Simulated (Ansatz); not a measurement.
# Cu₁₈N: molecular dynamics (part 2 of 2)

The same run, continued: Cu₁₈N (slab, 19 atoms in the cell); DFT PBE-D3(BJ), scalar-relativistic, plane waves, PAW, PAW set soft_1, no spin polarisation (Ansatz 0.2.0); cutoff 420 eV, 2×3×1 k-mesh, Fermi–Dirac smearing of 0.05 eV. The input holds or restrains some coordinates. It belongs to a series of runs on one base structure; here: dynamics from the last frame of the run before.

Geometry of the input (Å; fractional positions):
```
10.8300  0.0000  0.0000
0.0000  5.1053  0.0000
0.0000  0.0000  15.5527
Cu 0.0000  0.0000  0.0643
Cu 0.3333  0.0000  0.0643
Cu 0.6667  0.0000  0.0643
Cu 0.0000  0.5000  0.0643
Cu 0.3333  0.5000  0.0643
Cu 0.6667  0.5000  0.0643
Cu 0.1670  0.2575  0.1445
Cu 0.4992  0.2615  0.1396
Cu 0.8311  0.2469  0.1431
Cu 0.1679  0.7315  0.1409
Cu 0.4942  0.7502  0.1430
Cu 0.8353  0.7697  0.1490
Cu 0.0068  0.0047  0.2236
Cu 0.3394  -0.0029  0.2189
Cu 0.6503  0.0141  0.2223
Cu 0.0060  0.4995  0.2261
Cu 0.3271  0.5033  0.2185
Cu 0.6647  0.4820  0.2297
N  0.8295  0.4695  0.2415
```

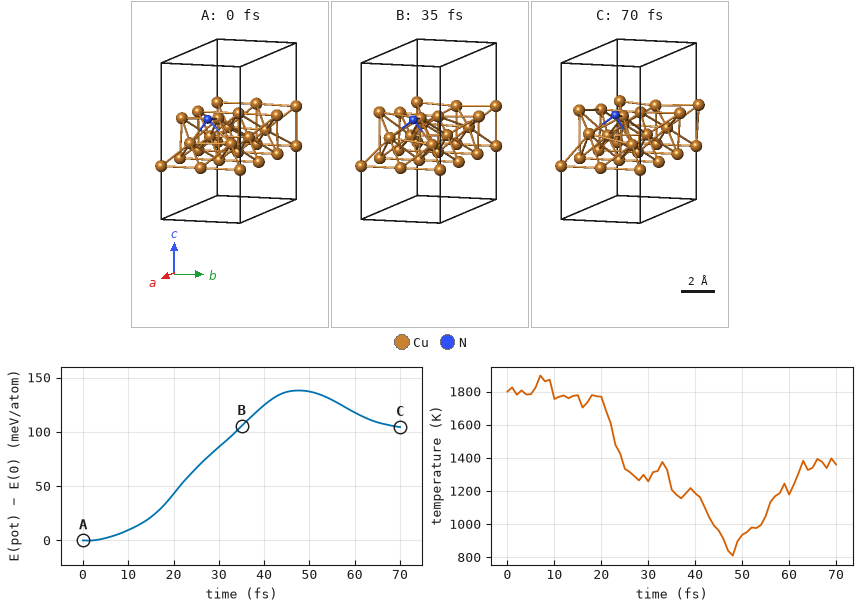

Figure 1. Frames of the molecular dynamics (ball-and-stick, simulation cell, with the vacuum cut short, seen slightly off an axis) above the curves, on which the letters mark them. The trajectory kept here has 71 frames over 70 fs. The temperature starts at 1800 K, ranges from 810 to 1897 K and averages 1142 K over the second half. The potential energy ends 104.4 meV/atom above its first value. With the common drift removed, the root-mean-square displacement is 0.34 Å, and N19 has moved furthest (0.75 Å).

```
SCF converged after 9 iterations
Free energy (F): -119627.949342 eV
Harris-Foulkes:  -119627.949342 eV  (|F-HF|=9.53e-8)
Internal energy: -119627.888586 eV  (E = F + TS)
E sigma→0 (E₀):  -119627.918964 eV
Entropy (-TS):   -0.060756 eV (-3.198 meV/atom)
Fermi energy:    0.771786 eV
--- Per-component energies (eV) ---
  E_band       = -11850.829028
  E_kinetic    = 4819.242156
  E_local      = -375360.165429  (includes V_loc(G=0)·N_el)
  E_nonlocal   = 16140.774770
  E_hartree    = 178841.954897
  E_xc         = -1272.614784
  E_vxc        = -1639.274227  (∫ρ·V_xc dr)
  E_paw        = -32866.990915  (= ΣΔE_a)
  E_vpaw       = -13495.340479  (= ΣTr[D̂ρ^β])
  E_aug_tail   = 0.018813  (compensation charges beyond the density's cutoff)
  E_ewald      = 90075.012518
  E_disp       = -5.120613  (pairwise vdW)
  E_smearing   = -0.060756  (= −TS)
  E_closure    = -0.000000  (closes the sum)
  Σ components = -119627.949342   (vs F -119627.949342, Δ=0.00e0)
--- Forces (eV/Å), atoms counted from 1 ---
  atom   1  Cu    -0.09038886     0.25657512     0.20999127
  atom   2  Cu     0.03397891    -0.19173660     0.50374232
  atom   3  Cu     0.28910280    -0.14643965     0.61633690
  atom   4  Cu    -0.25349318    -0.32092326    -0.23362175
  atom   5  Cu    -0.21230170    -0.20893220     0.27983293
  atom   6  Cu     0.21182294     0.14205888     0.62904933
  atom   7  Cu    -0.50223141     0.86460460    -0.84451999
  atom   8  Cu    -0.10824000     0.36240250    -0.05332850
  atom   9  Cu    -0.85400388     1.11405948    -0.60140902
  atom  10  Cu     1.27728308     0.49838538    -0.68059086
  atom  11  Cu     0.28417917    -0.01820451    -0.54187640
  atom  12  Cu    -0.18591991    -1.03540350     0.00875658
  atom  13  Cu     0.26358181    -1.37258392     0.39504917
  atom  14  Cu     0.10872928    -0.79653990     0.02976643
  atom  15  Cu    -0.26294412     2.31240709     0.00200878
  atom  16  Cu     0.06154120     0.00913324     0.80961126
  atom  17  Cu     0.61239431     0.39418711     0.35852180
  atom  18  Cu     0.23620090    -1.65133290    -0.28939064
  atom  19  N     -0.90931645    -0.21170215    -0.59795586
  max |Σ_I F_I| component: 2.63e-5 eV/Å
--- MD trajectory: 70 steps, t = 0.0 → 70.0 fs ---
  final state: T = 1359.8 K   F+E_penalty+E_count = -119627.94934196 eV   E_kin = 2.285037 eV
```

### Trajectory as extended XYZ (Å, eV, eV/Å), 11 of the 71 frames kept, from step=0 to step=70
```
19
Lattice="10.8300 0.0000 0.0000 0.0000 5.1053 0.0000 0.0000 0.0000 15.5527" Properties=species:S:1:pos:R:3:forces:R:3 step=0 time_fs=0.0 energy=-119629.93246 temperature=1800.0
Cu    0.0000    0.0000    1.0000   -0.0247   0.0077   0.1300
Cu    3.6100    0.0000    1.0000   -0.1607   0.0488  -0.1236
Cu    7.2200    0.0000    1.0000    0.0368  -0.0846   0.0601
Cu    0.0000    2.5527    1.0000   -0.0253  -0.0092  -0.0058
Cu    3.6100    2.5527    1.0000    0.0042  -0.0463  -0.3734
Cu    7.2200    2.5527    1.0000   -0.0829   0.1973   0.1386
Cu    1.8091    1.3144    2.2481   -0.0989  -0.6360  -0.1930
Cu    5.4060    1.3352    2.1713   -0.0446  -0.1027   0.0221
Cu    9.0004    1.2606    2.2259    0.2056  -0.3405  -0.2198
Cu    1.8178    3.7345    2.1921   -0.3218   0.8921   0.0345
Cu    5.3527    3.8299    2.2237    0.6737  -0.1509  -0.0863
Cu    9.0461    3.9298    2.3174   -0.2796  -0.5817   0.2009
Cu    0.0741    0.0241    3.4769    0.2244  -0.1105  -0.0659
Cu    3.6756   -0.0150    3.4052   -0.2937   0.2222   0.1756
Cu    7.0427    0.0721    3.4580    0.0351  -0.6718   0.0385
Cu    0.0653    2.5504    3.5157   -0.5295   0.0751   0.1371
Cu    3.5429    2.5695    3.3985    0.3545  -0.1669   0.4679
Cu    7.1984    2.4608    3.5723   -0.8803   0.7836  -0.2174
N     8.9836    2.3967    3.7563    1.2076   0.6746  -0.1200
19
Lattice="10.8300 0.0000 0.0000 0.0000 5.1053 0.0000 0.0000 0.0000 15.5527" Properties=species:S:1:pos:R:3:forces:R:3 step=7 time_fs=7.0 energy=-119629.84546 temperature=1896.9
Cu    0.0000    0.0000    1.0000   -0.0891   0.0827   0.1585
Cu    3.6100    0.0000    1.0000   -0.1752  -0.0238  -0.1398
Cu    7.2200    0.0000    1.0000   -0.0585  -0.0694   0.3091
Cu    0.0000    2.5527    1.0000    0.0029  -0.1322  -0.0497
Cu    3.6100    2.5527    1.0000   -0.2391   0.0065  -0.5959
Cu    7.2200    2.5527    1.0000   -0.1512   0.1735   0.1638
Cu    1.8348    1.2633    2.2982   -0.3210  -0.2561  -0.4725
Cu    5.3747    1.3627    2.1797    0.5182  -0.3863   0.0195
Cu    8.9629    1.2471    2.2945    0.3050  -0.8152  -0.7796
Cu    1.7666    3.7541    2.2124    0.1739   0.6360  -0.1254
Cu    5.3144    3.8022    2.2564    1.0463   0.1770  -0.2087
Cu    9.0488    3.9202    2.3037   -0.2766  -0.2152   0.0263
Cu    0.0791    0.0292    3.4767    0.1042  -0.1250   0.0030
Cu    3.6947    0.0401    3.3960   -0.3123  -0.0933   0.3670
Cu    7.0018    0.0426    3.5303   -0.0724  -0.3671  -0.3062
Cu    0.0749    2.5528    3.4703   -0.3587  -0.0039   0.3406
Cu    3.5434    2.5595    3.3443    0.1486   0.1030   0.9283
Cu    7.2565    2.5013    3.5664   -1.7613   0.5391  -0.1569
N     9.0155    2.4649    3.6871    1.5163   0.7696   0.5186
19
Lattice="10.8300 0.0000 0.0000 0.0000 5.1053 0.0000 0.0000 0.0000 15.5527" Properties=species:S:1:pos:R:3:forces:R:3 step=14 time_fs=14.0 energy=-119629.58214 temperature=1774.0
Cu    0.0000    0.0000    1.0000   -0.1640   0.1680   0.1504
Cu    3.6100    0.0000    1.0000   -0.1893  -0.0806  -0.1671
Cu    7.2200    0.0000    1.0000   -0.1043  -0.0514   0.4852
Cu    0.0000    2.5527    1.0000    0.0360  -0.2183  -0.1165
Cu    3.6100    2.5527    1.0000   -0.4940   0.0395  -0.8407
Cu    7.2200    2.5527    1.0000   -0.1778   0.1465   0.2167
Cu    1.8492    1.1988    2.3431   -0.4951   0.2716  -0.6859
Cu    5.3499    1.3828    2.1775    1.0228  -0.6464   0.0165
Cu    8.9240    1.2327    2.3606    0.3560  -0.8128  -0.8300
Cu    1.7125    3.7915    2.2394    0.7568   0.2352  -0.3325
Cu    5.2770    3.7735    2.2842    1.4538   0.5361  -0.3126
Cu    9.0507    3.9225    2.2977   -0.3231   0.2660  -0.3982
Cu    0.0807    0.0218    3.4831   -0.0791   0.0083   0.1226
Cu    3.7122    0.0828    3.3872   -0.2620  -0.3827   0.5935
Cu    6.9608    0.0121    3.6043   -0.1375  -0.0746  -0.5752
Cu    0.0744    2.5650    3.4312    0.3276  -0.2576   0.5061
Cu    3.5434    2.5495    3.2991   -0.2178   0.2903   1.3491
Cu    7.3018    2.5482    3.5726   -1.6659   0.3095  -0.0551
N     9.0915    2.5730    3.6423    0.3570   0.2533   0.8738
19
Lattice="10.8300 0.0000 0.0000 0.0000 5.1053 0.0000 0.0000 0.0000 15.5527" Properties=species:S:1:pos:R:3:forces:R:3 step=21 time_fs=21.0 energy=-119629.01980 temperature=1684.5
Cu    0.0000    0.0000    1.0000   -0.2361   0.2577   0.1031
Cu    3.6100    0.0000    1.0000   -0.1976  -0.1308  -0.2225
Cu    7.2200    0.0000    1.0000   -0.1276  -0.0419   0.5854
Cu    0.0000    2.5527    1.0000    0.0545  -0.2767  -0.1352
Cu    3.6100    2.5527    1.0000   -0.6811   0.0184  -1.0803
Cu    7.2200    2.5527    1.0000   -0.1722   0.1189   0.2930
Cu    1.8604    1.1242    2.3930   -0.6407   0.9347  -0.9067
Cu    5.3386    1.3856    2.1793    1.3799  -0.8097  -0.0405
Cu    8.8809    1.2161    2.4182    0.4524  -0.3486  -0.5762
Cu    1.6558    3.8310    2.2722    1.3648  -0.2573  -0.6044
Cu    5.2443    3.7363    2.3053    1.8649   0.9279  -0.3976
Cu    9.0526    3.9344    2.2915   -0.4137   0.5842  -0.8506
Cu    0.0837    0.0181    3.4897   -0.4121   0.1509   0.3358
Cu    3.7275    0.1115    3.3705   -0.1248  -0.6705   0.9008
Cu    6.9204   -0.0348    3.6757   -0.1647   0.2321  -0.7544
Cu    0.0772    2.5723    3.4123    1.4160  -0.6604   0.5344
Cu    3.5388    2.5407    3.2619   -0.6323   0.3655   1.7304
Cu    7.3330    2.5999    3.5915   -1.1336   0.1155  -0.0242
N     9.1805    2.6804    3.6355   -1.5960  -0.5098   1.1098
19
Lattice="10.8300 0.0000 0.0000 0.0000 5.1053 0.0000 0.0000 0.0000 15.5527" Properties=species:S:1:pos:R:3:forces:R:3 step=28 time_fs=28.0 energy=-119628.43977 temperature=1263.9
Cu    0.0000    0.0000    1.0000   -0.2680   0.3168   0.0599
Cu    3.6100    0.0000    1.0000   -0.1834  -0.1615  -0.2393
Cu    7.2200    0.0000    1.0000   -0.1379  -0.0105   0.6383
Cu    0.0000    2.5527    1.0000    0.0428  -0.2854  -0.1207
Cu    3.6100    2.5527    1.0000   -0.7464  -0.0248  -1.3282
Cu    7.2200    2.5527    1.0000   -0.1268   0.0908   0.3783
Cu    1.8664    1.0544    2.4439   -0.6645   1.6038  -1.1146
Cu    5.3381    1.3832    2.1916    1.5942  -0.9178  -0.1460
Cu    8.8594    1.2029    2.4729    0.5085   0.1247  -0.4139
Cu    1.6182    3.8577    2.3026    1.8135  -0.7594  -0.9230
Cu    5.2290    3.7004    2.3186    2.1003   1.2559  -0.4491
Cu    9.0502    3.9629    2.2808   -0.3852   0.1818  -0.7287
Cu    0.0953    0.0126    3.4952   -0.8745   0.2391   0.6272
Cu    3.7494    0.1274    3.3584    0.0259  -0.9103   1.1564
Cu    6.8785   -0.0982    3.7352   -0.1813   0.5743  -0.8442
Cu    0.0887    2.5752    3.3990    1.4131  -1.0011   0.5689
Cu    3.5236    2.5323    3.2276   -0.8953   0.3937   2.0692
Cu    7.3649    2.6431    3.6085   -1.0150  -0.0924  -0.0180
N     9.2215    2.7609    3.6902   -2.0199  -0.6178   0.8275
19
Lattice="10.8300 0.0000 0.0000 0.0000 5.1053 0.0000 0.0000 0.0000 15.5527" Properties=species:S:1:pos:R:3:forces:R:3 step=35 time_fs=35.0 energy=-119627.93124 temperature=1207.4
Cu    0.0000    0.0000    1.0000   -0.2586   0.3548   0.0008
Cu    3.6100    0.0000    1.0000   -0.1608  -0.1755  -0.2072
Cu    7.2200    0.0000    1.0000   -0.1446   0.0167   0.6565
Cu    0.0000    2.5527    1.0000    0.0094  -0.2697  -0.1345
Cu    3.6100    2.5527    1.0000   -0.7131  -0.0806  -1.5415
Cu    7.2200    2.5527    1.0000   -0.0657   0.0734   0.4780
Cu    1.8651    0.9897    2.4817   -0.4419   2.3531  -1.3231
Cu    5.3503    1.3720    2.2054    1.6168  -0.8700  -0.2259
Cu    8.8492    1.1792    2.5373    0.4460   0.6189  -0.3330
Cu    1.5917    3.8717    2.3326    2.1268  -1.2687  -1.2454
Cu    5.2169    3.6773    2.3302    2.2170   1.4115  -0.4831
Cu    9.0570    3.9994    2.2650   -0.2830  -0.5693  -0.3272
Cu    0.1133    0.0230    3.4952   -1.4589   0.1426   1.0115
Cu    3.7649    0.1444    3.3583    0.1845  -1.0907   1.3002
Cu    6.8358   -0.1593    3.7822   -0.2298   0.9437  -0.8523
Cu    0.1050    2.5632    3.3810   -0.0319  -0.9933   0.8738
Cu    3.5012    2.5296    3.1984   -1.0226   0.3519   2.3060
Cu    7.3975    2.6847    3.6304   -1.3848  -0.3832  -0.0913
N     9.1966    2.8270    3.7776   -0.4050  -0.5655   0.1377
19
Lattice="10.8300 0.0000 0.0000 0.0000 5.1053 0.0000 0.0000 0.0000 15.5527" Properties=species:S:1:pos:R:3:forces:R:3 step=42 time_fs=42.0 energy=-119627.44465 temperature=1102.5
Cu    0.0000    0.0000    1.0000   -0.2341   0.3933  -0.0840
Cu    3.6100    0.0000    1.0000   -0.1513  -0.1774  -0.1300
Cu    7.2200    0.0000    1.0000   -0.1257   0.0275   0.6552
Cu    0.0000    2.5527    1.0000   -0.0293  -0.2537  -0.1622
Cu    3.6100    2.5527    1.0000   -0.6287  -0.1384  -1.4079
Cu    7.2200    2.5527    1.0000   -0.0042   0.0699   0.5628
Cu    1.8659    0.9336    2.5068   -0.0140   3.1163  -1.4986
Cu    5.3744    1.3464    2.2131    1.4572  -0.5221  -0.2590
Cu    8.8493    1.1548    2.6032    0.2427   1.0513  -0.2747
Cu    1.5723    3.8810    2.3473    2.2117  -1.8514  -1.3991
Cu    5.2113    3.6774    2.3279    2.0344   1.1584  -0.4208
Cu    9.0684    4.0278    2.2455   -0.2392  -1.1786  -0.0090
Cu    0.1278    0.0511    3.4916   -2.0057  -0.1231   1.3765
Cu    3.7883    0.1704    3.3752    0.2525  -1.2480   1.3222
Cu    6.7972   -0.2129    3.8211   -0.3283   1.3937  -0.7971
Cu    0.1059    2.5474    3.3678   -0.8792  -0.7986   1.1158
Cu    3.4678    2.5270    3.2033   -0.7877   0.4347   2.0568
Cu    7.4197    2.7279    3.6594   -1.6735  -0.8441  -0.2830
N     9.1649    2.8976    3.8728    0.9021  -0.5096  -0.3640
19
Lattice="10.8300 0.0000 0.0000 0.0000 5.1053 0.0000 0.0000 0.0000 15.5527" Properties=species:S:1:pos:R:3:forces:R:3 step=49 time_fs=49.0 energy=-119627.31482 temperature=896.0
Cu    0.0000    0.0000    1.0000   -0.1913   0.4034  -0.0847
Cu    3.6100    0.0000    1.0000   -0.1173  -0.1718   0.0281
Cu    7.2200    0.0000    1.0000   -0.0671   0.0119   0.6522
Cu    0.0000    2.5527    1.0000   -0.0683  -0.2354  -0.1832
Cu    3.6100    2.5527    1.0000   -0.4985  -0.1793  -0.9616
Cu    7.2200    2.5527    1.0000    0.0556   0.0819   0.6218
Cu    1.8788    0.9169    2.5262    0.1147   3.1593  -1.5464
Cu    5.4128    1.3161    2.2231    1.1109  -0.1561  -0.2429
Cu    8.8529    1.1356    2.6592    0.0031   1.3793  -0.2285
Cu    1.5715    3.8766    2.3412    2.0072  -1.8641  -1.3261
Cu    5.2201    3.6850    2.3332    1.6458   0.7681  -0.3750
Cu    9.0745    4.0453    2.2450   -0.2095  -1.5478   0.1034
Cu    0.1285    0.0760    3.4957   -2.0117  -0.4113   1.3896
Cu    3.8118    0.1914    3.4118    0.2738  -1.2601   1.1545
Cu    6.7663   -0.2472    3.8426   -0.4570   1.9305  -0.6718
Cu    0.0980    2.5337    3.3612   -0.9793  -0.5790   1.1718
Cu    3.4268    2.5360    3.2403   -0.3216   0.5347   1.5428
Cu    7.4349    2.7780    3.6914   -1.1639  -1.3948  -0.4147
N     9.1802    2.9489    3.9584    0.8746  -0.4695  -0.6294
19
Lattice="10.8300 0.0000 0.0000 0.0000 5.1053 0.0000 0.0000 0.0000 15.5527" Properties=species:S:1:pos:R:3:forces:R:3 step=56 time_fs=56.0 energy=-119627.51682 temperature=1133.0
Cu    0.0000    0.0000    1.0000   -0.1470   0.3838  -0.0429
Cu    3.6100    0.0000    1.0000   -0.0736  -0.1740   0.2130
Cu    7.2200    0.0000    1.0000    0.0395  -0.0319   0.6609
Cu    0.0000    2.5527    1.0000   -0.1112  -0.2405  -0.2051
Cu    3.6100    2.5527    1.0000   -0.3949  -0.2063  -0.4841
Cu    7.2200    2.5527    1.0000    0.1142   0.0996   0.6559
Cu    1.8848    0.9389    2.5184    0.0252   2.4669  -1.4279
Cu    5.4554    1.2861    2.2272    0.7041   0.0749  -0.1846
Cu    8.8605    1.1226    2.7032   -0.2730   1.5694  -0.2339
Cu    1.5753    3.8513    2.3242    1.6988  -1.1657  -1.0670
Cu    5.2369    3.6863    2.3446    1.2161   0.4796  -0.3703
Cu    9.0838    4.0502    2.2580   -0.2259  -1.7216   0.0928
Cu    0.1027    0.1092    3.5059   -1.3923  -0.7633   1.1084
Cu    3.8273    0.2102    3.4600    0.2091  -1.1335   0.8032
Cu    6.7216   -0.2631    3.8555   -0.5240   2.2988  -0.5057
Cu    0.0856    2.5171    3.3643   -0.6772  -0.3469   1.0899
Cu    3.3872    2.5592    3.2933    0.0817   0.5345   1.0665
Cu    7.4471    2.8198    3.7176   -0.3197  -1.7263  -0.4169
N     9.2312    2.9561    4.0233    0.0502  -0.3976  -0.7524
19
Lattice="10.8300 0.0000 0.0000 0.0000 5.1053 0.0000 0.0000 0.0000 15.5527" Properties=species:S:1:pos:R:3:forces:R:3 step=63 time_fs=63.0 energy=-119627.80854 temperature=1382.3
Cu    0.0000    0.0000    1.0000   -0.1149   0.3213   0.0774
Cu    3.6100    0.0000    1.0000   -0.0196  -0.1841   0.3836
Cu    7.2200    0.0000    1.0000    0.1651  -0.0864   0.6484
Cu    0.0000    2.5527    1.0000   -0.1756  -0.2670  -0.2295
Cu    3.6100    2.5527    1.0000   -0.2982  -0.2072  -0.0473
Cu    7.2200    2.5527    1.0000    0.1752   0.1211   0.6497
Cu    1.8953    0.9814    2.4933   -0.2905   1.5252  -1.1721
Cu    5.4992    1.2631    2.2255    0.2750   0.2029  -0.1001
Cu    8.8720    1.1276    2.7434   -0.5724   1.4182  -0.3903
Cu    1.5807    3.8049    2.3062    1.4311  -0.2388  -0.8148
Cu    5.2683    3.6855    2.3582    0.7028   0.2336  -0.4390
Cu    9.0822    4.0326    2.2706   -0.2152  -1.4759   0.0351
Cu    0.0552    0.1408    3.5249   -0.4968  -1.0997   0.7139
Cu    3.8398    0.2244    3.5142    0.1654  -0.9620   0.3936
Cu    6.6667   -0.2594    3.8612   -0.4205   2.3442  -0.2782
Cu    0.0673    2.5000    3.3747   -0.3317  -0.1118   0.9795
Cu    3.3556    2.5862    3.3595    0.4270   0.5039   0.6700
Cu    7.4536    2.8471    3.7402    0.1268  -1.7342  -0.3464
N     9.2699    2.9825    4.0716   -0.5329  -0.3031  -0.7336
19
Lattice="10.8300 0.0000 0.0000 0.0000 5.1053 0.0000 0.0000 0.0000 15.5527" Properties=species:S:1:pos:R:3:forces:R:3 step=70 time_fs=70.0 energy=-119627.94934 temperature=1359.8
Cu    0.0000    0.0000    1.0000   -0.0904   0.2566   0.2100
Cu    3.6100    0.0000    1.0000    0.0340  -0.1917   0.5037
Cu    7.2200    0.0000    1.0000    0.2891  -0.1464   0.6163
Cu    0.0000    2.5527    1.0000   -0.2535  -0.3209  -0.2336
Cu    3.6100    2.5527    1.0000   -0.2123  -0.2089   0.2798
Cu    7.2200    2.5527    1.0000    0.2118   0.1421   0.6290
Cu    1.9018    1.0266    2.4474   -0.5022   0.8646  -0.8445
Cu    5.5429    1.2411    2.2294   -0.1082   0.3624  -0.0533
Cu    8.8791    1.1434    2.7901   -0.8540   1.1141  -0.6014
Cu    1.5849    3.7513    2.2899    1.2773   0.4984  -0.6806
Cu    5.2907    3.6905    2.3719    0.2842  -0.0182  -0.5419
Cu    9.0777    4.0020    2.2696   -0.1859  -1.0354   0.0088
Cu    0.0045    0.1680    3.5547    0.2636  -1.3726   0.3950
Cu    3.8453    0.2441    3.5693    0.1087  -0.7965   0.0298
Cu    6.6156   -0.2524    3.8664   -0.2629   2.3124   0.0020
Cu    0.0531    2.4953    3.3985    0.0615   0.0091   0.8096
Cu    3.3260    2.6196    3.4328    0.6124   0.3942   0.3585
Cu    7.4555    2.8690    3.7618    0.2362  -1.6513  -0.2894
N     9.2888    2.9941    4.0921   -0.9093  -0.2117  -0.5980
```
